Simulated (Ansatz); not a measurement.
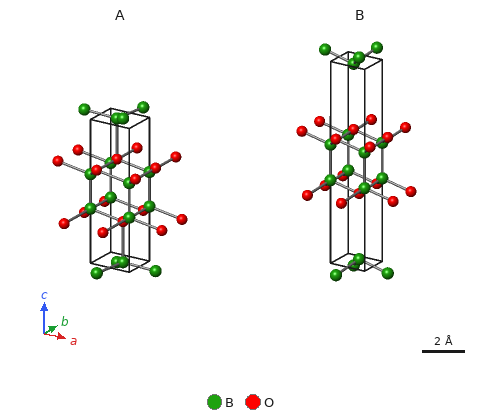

Two geometries of a crystal of B₂O (set up in P-3m1) (coarse preliminary run), drawn at one scale. One is the start of a relaxation, the other its converged end. The picture is a ball-and-stick view of the cell of the calculation, seen slightly off an axis.

The calculation used Ansatz, DFT PBEsol, scalar-relativistic, plane waves, PAW. Settings: plane-wave cutoff 420 eV; k-point mesh 12 × 12 × 4; occupations gaussian; smearing width 0.1 eV; no spin polarisation; cell and atoms relaxed; force threshold 0.05 eV/Å; at most 80 steps.

### Which of the two is the end point?

Structure B is the relaxed one. The energy falls by 334 meV per atom in 16 accepted moves (22 points after the start). Largest force component: 0.14 eV/Å at the start, 0.0071 eV/Å at the end. Pressure: −22.94 GPa at the start and 0.15 GPa at the end. The line search rejected the trial steps at points 8, 17 of the run. At 4 points the geometry stayed and the basis and grid were re-selected for the new cell (energy shift of 27.8 meV per atom at most each time). The largest moves relative to the cell, 0.49 Å, are those of O atoms. Largest moves by element: O 0.49 Å, B 0.31 Å. The drawn cell changes as follows: a = b 2.879 → 2.530 Å (−12.1 %), c 7.052 → 9.895 Å (+40.3 %); the volume changes by +8.4 %. Among the contacts that change: B–O 1.996 → 3.222 Å, B–O 1.742 → 1.562 Å, B–B 1.694 → 1.578 Å, B–B 1.692 → 1.748 Å. Among the angles between lasting bonds that change: B–B–B 116.4° → 106.6°, B–B–O 107.4° → 110.8°, O–B–O 111.4° → 108.2°. The space group stays P-3m1 (No. 164).
